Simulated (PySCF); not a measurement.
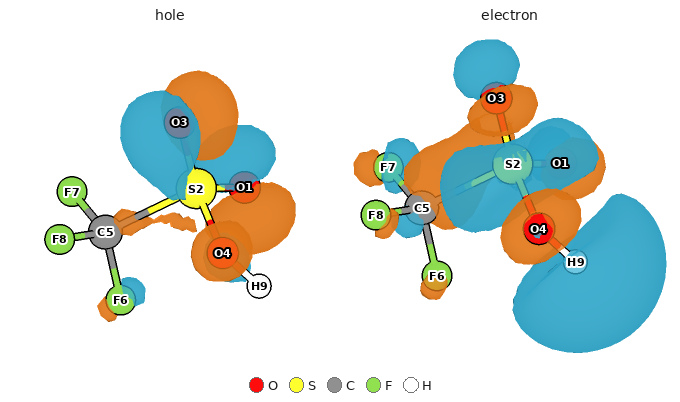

Figure. CHF₃O₃S, SMILES `O=S(=O)(O)C(F)(F)F`. Leading natural transition orbital pair of S₁ (TDA singlet states); the surfaces enclose about 78 % of each orbital's density.

Computed with PySCF, PBE0/def2-SVP, geometry: GFN2-xTB. No frequency check shows the geometry to be a minimum. GFN2-xTB bond lengths at metals and heavier atoms can be off by up to 0.1 Å and shapes distorted, which carries into these values. Without diffuse functions Rydberg states are missing, so the states' numbers hold for this basis only.

Cartesian coordinates (Å):

```
O1       1.2762    0.0323   -1.3949
S2       0.8647    0.1488   -0.0414
O3       1.2429    1.2504    0.7553
O4       1.1910   -1.2018    0.7167
C5      -0.9977    0.0108   -0.0045
F6      -1.3276   -1.1487   -0.5666
F7      -1.5647    0.9954   -0.6802
F8      -1.4366    0.0219    1.2422
H9       1.4303   -1.9098    0.1124
```

**Give its energy and the atoms that hole and electron lie on.**

8.74 eV (142 nm), f = 0.005; the leading pair carries 97 %; hole on O1 and O3 (38 % each), S2 (11 %) and O4 (8 %), electron on H9 (30 %), S2 (22 %) and O4 (21 %); their centroids lie 1.3 Å apart. In canonical orbitals it is mainly HOMO → LUMO (82 %). The HOMO–LUMO gap is 10.25 eV.

The PySCF run took 89 s on 1 thread of Intel(R) Xeon(R) 6975P-C (Granite Rapids), on a shared host, peak memory 0.66 GiB.
